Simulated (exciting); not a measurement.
Consider SF6, space group Im-3m.

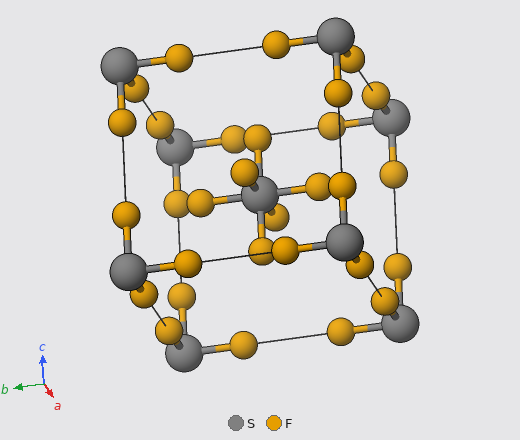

The structure (sulfur grey, fluorine orange). Some periodic images of atoms are drawn too.

```xyz
7
Lattice="-2.8735 2.8735 2.8735 2.8735 -2.8735 2.8735 2.8735 2.8735 -2.8735" Properties=species:S:1:pos:R:3 pbc="T T T"
S     0.0000    0.0000    0.0000
F     0.0000    1.5768    0.0000
F     0.0000    4.1702    0.0000
F     4.1702    0.0000    0.0000
F     1.5768    0.0000    0.0000
F     0.0000    0.0000    1.5768
F     0.0000    0.0000    4.1702
```

Absorber: atom 2, with 1 S at 1.58 Å (terminal, site symmetry 4mm). Method: exciting, all-electron LAPW+lo, LDA, exchange and screened direct term (singlet BSE), 3×3×3 shifted k points, 33 conduction bands, |G+q| up to 3 bohr⁻¹, full RPA screening with nempty = 62, Lorentzian half width 0.45 eV.

**Question.** Predict the F K near-edge structure at this level.

Bound core exciton? Yes on this mesh: the first bright state (over 5 % of the brightest) lies at -5.68 eV from the Kohn–Sham onset and at -5.86 eV from the lowest bare transition of its own mesh; weaker or dark states reach down to -5.77 eV. Maxima (height): -5.7 eV (1.00), 0.1 eV (0.57), 2.8 eV (0.26), 5.6 eV (0.43) and 18.2 eV (0.15).

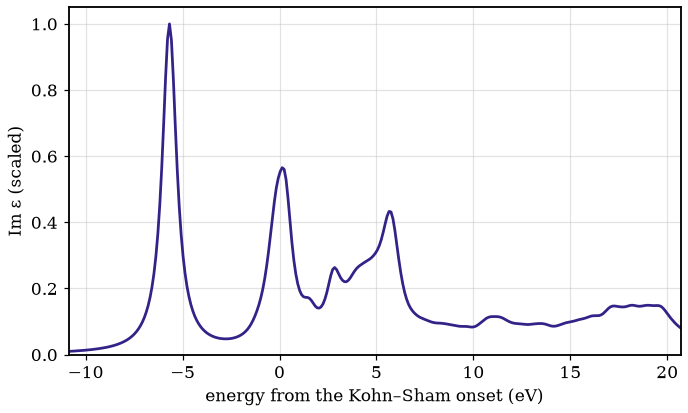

Energy from the Kohn–Sham onset, core level to the lowest empty state found on the meshes used; Im ε in relative units.

Binding energies aren't converged on 27 k points, and fine structure above the first lines is partly noise of the mesh. Exchange and the short-range direct term aren't converged in the kernel cutoff. The zero comes from the unshifted 3×3×3 ground-state mesh; it is exact only where the band minimum lies on that mesh. The structure is a Materials Project entry, computed there, and may be a hypothetical form.

[Banner, clock and machine lines of the logs are left out without a mark of their own.]

[Logs are printed without paths, hosts, clocks, repeated set-up lines and the standing remarks that a program may print on its own settings, such as how far it seeks lower states.]

[Hosts, paths, dates, database ids (printed as entryN), source tags and the programs' standing remarks are cut or masked in the printed files.]
